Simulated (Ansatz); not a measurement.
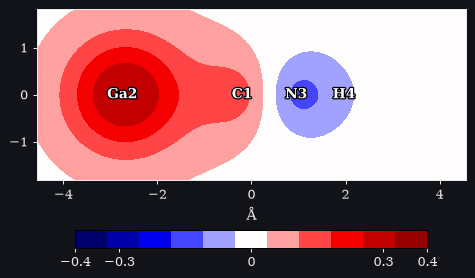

*CHGaN (charge +1). The LUMO on a plane 0.8 Å above a plane that holds the molecular axis (values in Å⁻³ᐟ²; the overall sign is arbitrary).*

Geometry: PBE0-D3(BJ)/pcseg-1.

Theory: isolated molecule in a Gaussian basis; Kohn-Sham density functional theory, functional PBE0 (Ansatz 0.2.0).

Input

```
crystal:
  periodic: [false, false, false]
  atoms:
    - symbol: C
      position_ang: [0.000000, 0.000000, -0.194079]
    - symbol: Ga
      position_ang: [0.000000, 0.000000, -2.739122]
    - symbol: N
      position_ang: [0.000000, 0.000000, 0.961022]
    - symbol: H
      position_ang: [0.000000, 0.000000, 1.972179]
basis:
  gaussian:
    orbitals: def2-TZVPD
total_charge: 1
hamiltonian:
  xc: {name: PBE0}
output: {forces: true, orbitals: {seedname: orbitals}}
```

Launched as:

```sh
ansatz run input.yaml --threads 1 --pin off --max-ram 2610MiB --events-out events.jsonl --progress --plain --runs-dir runs
```

Question: What is the character of this orbital?

Answer: Its weight (Hirshfeld) is mainly on Ga2 (about 85 %) and C1 (about 10 %). It is one of a degenerate set, so its orientation is arbitrary. Its energy is −7.15 eV.
